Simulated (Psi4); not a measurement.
**Field calculation of CH$_{3}$FSi**

- system: CH$_{3}$FSi, multiplicity 3
- method: ZAPT2/def2-SVPD, ROHF, in an applied electric field (Psi4 1.11)

The run did not end well. The geometry comes from this level: GFN2-xTB.

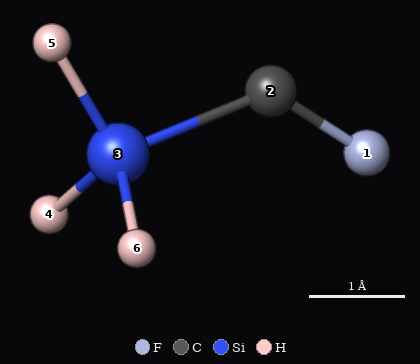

Fig. 1: The input geometry (ball-and-stick view, seen at a tilt; atoms are numbered from 1 in the order of the input). Bond lengths as drawn: C–F 1.32 Å, C–Si 1.84 Å and H–Si 1.46 to 1.47 Å.

Outcome:

- outcome: not converged
- hardware: 1 thread of Intel Xeon @ 2.50GHz (Skylake/Cascade Lake), 12 GiB of memory available, shared host
- wall time: 8.7 s
- peak memory: 0.28 GiB

Some settings of this run were drawn to be unusual or wrong (diis set to false; scf_initial_accelerator set to none; guess set to core; maxiter set to 50). The run did not converge: “Could not converge SCF iterations in 50 iterations.” Its last values are not results.

Input (calc.in):
```
memory 1600 MB

molecule molecule1 {
  0 3
  F      0.224090    -1.972460     1.187430
  C      0.716820    -1.061660     0.372510
  Si    -0.092860     0.468300    -0.264490
  H     -1.296310     0.138890    -1.040580
  H      0.933630     1.077090    -1.098720
  H     -0.485360     1.349840     0.843840
  symmetry c1
  no_reorient
  no_com
}

set {
  basis def2-SVPD
  reference rohf
  scf_type pk
  freeze_core true
  perturb_h true
  perturb_with dipole
  perturb_dipole [0.002, 0.0, 0.0]
  diis false
  scf_initial_accelerator none
  guess core
  maxiter 50
}

energy('zapt2')
```

Launch command:
```bash
psi4 calc.in calc.out -n 1
```

Log:
```
Psi4 1.11 release

   => Loading Basis Set <=

    Name: DEF2-SVPD
    Role: ORBITAL
    Keyword: BASIS

         ---------------------------------------------------------
                                   SCF
                             ROHF Reference
                        1 Threads,   1525 MiB Core
         ---------------------------------------------------------

  ==> Geometry <==

    Molecular point group: c1
    Full point group: C1

    Geometry (in Angstrom), charge = 0, multiplicity = 3:

       Center              X                  Y                   Z               Mass
    ------------   -----------------  -----------------  -----------------  -----------------
         F            0.224090000000    -1.972460000000     1.187430000000    18.998403162730
         C            0.716820000000    -1.061660000000     0.372510000000    12.000000000000
         SI          -0.092860000000     0.468300000000    -0.264490000000    27.976926534650
         H           -1.296310000000     0.138890000000    -1.040580000000     1.007825032230
         H            0.933630000000     1.077090000000    -1.098720000000     1.007825032230
         H           -0.485360000000     1.349840000000     0.843840000000     1.007825032230

  Running in c1 symmetry.

  Rotational constants: A =      1.67460  B =      0.12675  C =      0.12274 [cm^-1]
  Rotational constants: A =  50203.35363  B =   3799.83482  C =   3679.56556 [MHz]
  Nuclear repulsion =   92.517195329138232

  Charge       = 0
  Multiplicity = 3
  Electrons    = 32
  Nalpha       = 17
  Nbeta        = 15

  ==> Algorithm <==

  SCF Algorithm Type is PK.
  DIIS disabled.
  MOM disabled.
  Fractional occupation disabled.
  Guess Type is CORE.
  Energy threshold   = 1.00e-08
  Density threshold  = 1.00e-08
  Integral threshold = 1.00e-12

  ==> Primary Basis <==

  Basis Set: DEF2-SVPD
    Blend: DEF2-SVPD
    Number of shells: 39
    Number of basis functions: 91
    Number of Cartesian functions: 97
    Spherical Harmonics?: true
    Max angular momentum: 2

  ==> Integral Setup <==

  Using in-core PK algorithm.
   Calculation information:
      Number of atoms:                   6
      Number of AO shells:              39
      Number of primitives:             67
      Number of atomic orbitals:        97
      Number of basis functions:        91

      Integral cutoff                 1.00e-12
      Number of threads:                 1

  Performing in-core PK
  Using 17526782 doubles for integral storage.
  We computed 295208 shell quartets total.
  Whereas there are 304590 unique shell quartets.

  ==> DiskJK: Disk-Based J/K Matrices <==

    J tasked:                  Yes
    K tasked:                  Yes
    wK tasked:                  No
    Memory [MiB]:             1144
    Schwarz Cutoff:          1E-12

  Perturbing V by 0.002000 mu(x).
  Minimum eigenvalue in the overlap matrix is 4.5933218317E-04.
  Reciprocal condition number of the overlap matrix is 6.4345827432E-05.
    Using symmetric orthogonalization.

  ==> Pre-Iterations <==

  SCF Guess: Core (One-Electron) Hamiltonian.

   -------------------------------------------------------
    Irrep   Nso     Nmo     Nalpha   Nbeta   Ndocc  Nsocc
   -------------------------------------------------------
     A         91      91      17      15      15       2
   -------------------------------------------------------
    Total      91      91      17      15      15       2
   -------------------------------------------------------

  ==> Iterations <==

                        Total Energy        Delta E     RMS |[F,P]|

   @ROHF iter   1:  -409.50466255527755   -4.09505e+02   3.80561e-02
   @ROHF iter   2:  -384.98820539766444    2.45165e+01   2.24071e-02
   @ROHF iter   3:  -398.67033976402848   -1.36821e+01   4.96726e-02
   @ROHF iter   4:  -381.48588338174881    1.71845e+01   3.03221e-02
   @ROHF iter   5:  -301.54071475961342    7.99452e+01   9.25090e-02
   @ROHF iter   6:  -373.08090387284682   -7.15402e+01   3.15675e-02
   @ROHF iter   7:  -249.79399779978684    1.23287e+02   1.06560e-01
   @ROHF iter   8:  -371.56049217081733   -1.21766e+02   3.08086e-02
   @ROHF iter   9:  -249.34515203068537    1.22215e+02   1.06862e-01
   @ROHF iter  10:  -371.55724195503450   -1.22212e+02   3.08058e-02
   @ROHF iter  11:  -249.33379817489543    1.22223e+02   1.06870e-01
   @ROHF iter  12:  -371.55718028535665   -1.22223e+02   3.08056e-02
   @ROHF iter  13:  -249.33352104628460    1.22224e+02   1.06870e-01
   @ROHF iter  14:  -371.55717890388775   -1.22224e+02   3.08056e-02
   @ROHF iter  15:  -249.33351428580983    1.22224e+02   1.06870e-01
   @ROHF iter  16:  -371.55717887192037   -1.22224e+02   3.08056e-02
   @ROHF iter  17:  -249.33351412102360    1.22224e+02   1.06870e-01
   @ROHF iter  18:  -371.55717887118539   -1.22224e+02   3.08056e-02
   @ROHF iter  19:  -249.33351411700033    1.22224e+02   1.06870e-01
   @ROHF iter  20:  -371.55717887116913   -1.22224e+02   3.08056e-02
   @ROHF iter  21:  -249.33351411690484    1.22224e+02   1.06870e-01
   @ROHF iter  22:  -371.55717887116953   -1.22224e+02   3.08056e-02
   @ROHF iter  23:  -249.33351411690268    1.22224e+02   1.06870e-01
   @ROHF iter  24:  -371.55717887117061   -1.22224e+02   3.08056e-02
   @ROHF iter  25:  -249.33351411690018    1.22224e+02   1.06870e-01
   @ROHF iter  26:  -371.55717887116924   -1.22224e+02   3.08056e-02
   @ROHF iter  27:  -249.33351411690268    1.22224e+02   1.06870e-01
   @ROHF iter  28:  -371.55717887116845   -1.22224e+02   3.08056e-02
   @ROHF iter  29:  -249.33351411690472    1.22224e+02   1.06870e-01
   @ROHF iter  30:  -371.55717887116742   -1.22224e+02   3.08056e-02
   @ROHF iter  31:  -249.33351411690256    1.22224e+02   1.06870e-01
   @ROHF iter  32:  -371.55717887116975   -1.22224e+02   3.08056e-02
   @ROHF iter  33:  -249.33351411690069    1.22224e+02   1.06870e-01
   @ROHF iter  34:  -371.55717887116970   -1.22224e+02   3.08056e-02
   @ROHF iter  35:  -249.33351411690040    1.22224e+02   1.06870e-01
   @ROHF iter  36:  -371.55717887117106   -1.22224e+02   3.08056e-02
   @ROHF iter  37:  -249.33351411689870    1.22224e+02   1.06870e-01
   @ROHF iter  38:  -371.55717887116936   -1.22224e+02   3.08056e-02
   @ROHF iter  39:  -249.33351411690404    1.22224e+02   1.06870e-01
   @ROHF iter  40:  -371.55717887116953   -1.22224e+02   3.08056e-02
   @ROHF iter  41:  -249.33351411690313    1.22224e+02   1.06870e-01
   @ROHF iter  42:  -371.55717887116901   -1.22224e+02   3.08056e-02
   @ROHF iter  43:  -249.33351411690120    1.22224e+02   1.06870e-01
   @ROHF iter  44:  -371.55717887116913   -1.22224e+02   3.08056e-02
   @ROHF iter  45:  -249.33351411690097    1.22224e+02   1.06870e-01
   @ROHF iter  46:  -371.55717887116901   -1.22224e+02   3.08056e-02
   @ROHF iter  47:  -249.33351411690182    1.22224e+02   1.06870e-01
   @ROHF iter  48:  -371.55717887117117   -1.22224e+02   3.08056e-02
   @ROHF iter  49:  -249.33351411690251    1.22224e+02   1.06870e-01
   @ROHF iter  50:  -371.55717887116936   -1.22224e+02   3.08056e-02

PsiException: Could not converge SCF iterations in 50 iterations.

  Failed to converge.

psi4.driver.p4util.exceptions.SCFConvergenceError: Could not converge SCF iterations in 50 iterations.

Printing out the relevant lines from the Psithon --> Python processed input file:
    core.set_global_option("PERTURB_DIPOLE", [0.002, 0.0, 0.0])
    core.set_global_option("DIIS", "false")
    core.set_global_option("SCF_INITIAL_ACCELERATOR", "none")
    core.set_global_option("GUESS", "core")
    core.set_global_option("MAXITER", 50)
--> energy('zapt2')

!------------------------------------------------------!
!                                                      !
!  Could not converge SCF iterations in 50 iterations. !
!                                                      !
!------------------------------------------------------!

    Psi4 run time: 0:00:06.94
```
